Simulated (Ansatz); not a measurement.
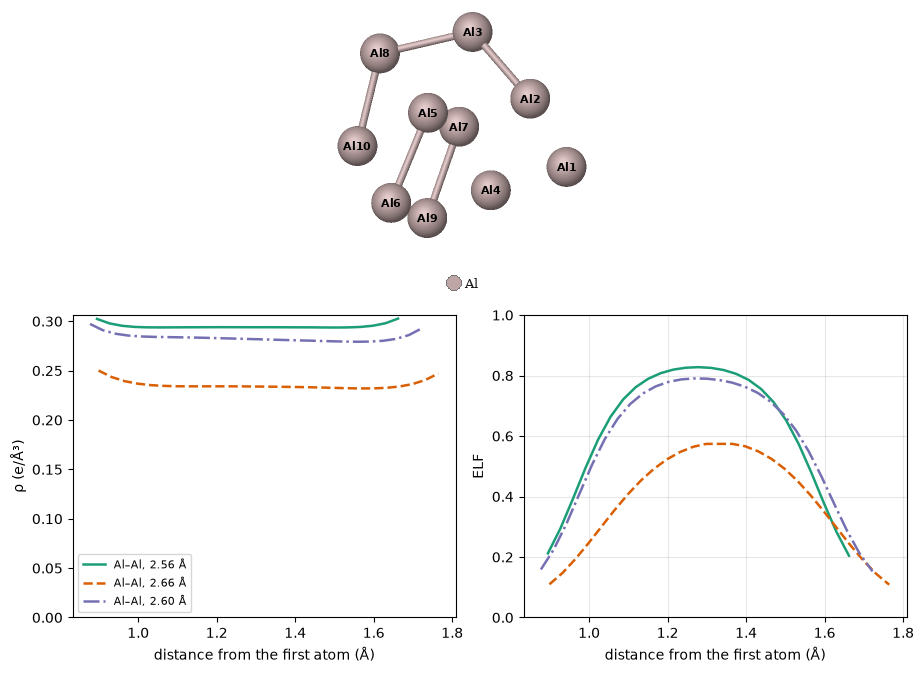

*Al10 (Al10 tetrahedron) (charge −1, doublet). Electron density and ELF along straight lines between neighbouring atoms. The curves leave out the atomic cores. The structure is drawn too.*

Geometry: PBE-D4/def2-SVP; ⟨S²⟩ = 0.86, above the pure value of 0.75.

All numbers below come from UKS PBE0-D4/def2-SVP (Ansatz 0.2.0).

```
atom    x (Å)    y (Å)    z (Å)
  Al  -1.6304  -2.1464  -1.9691
  Al   0.5996  -0.6891  -2.3331
  Al   0.3062   1.8692  -2.0941
  Al   0.3158  -2.0267  -0.0361
  Al   1.4737   0.4104   0.0848
  Al   1.2798  -0.9613   2.2975
  Al  -1.1669   0.3974  -0.2636
  Al   0.2256   2.9386   0.2677
  Al  -1.3560  -1.0886   1.8604
  Al  -0.1303   1.3201   2.2150
```

### Compare the contacts.

Al–Al (2.56 Å): ρ at the midpoint is about 0.29 e/Å³; the ELF peaks at about 0.85 between the atoms (a covalent bond).
Al5···Al7 (2.66 Å): the density falls to about 0.23 e/Å³ on the way; the ELF reaches about 0.55 near the midpoint.
Al–Al (2.60 Å): the density is about 0.28 e/Å³ at the midpoint; the ELF peaks at about 0.80 between the atoms: a covalent bond.
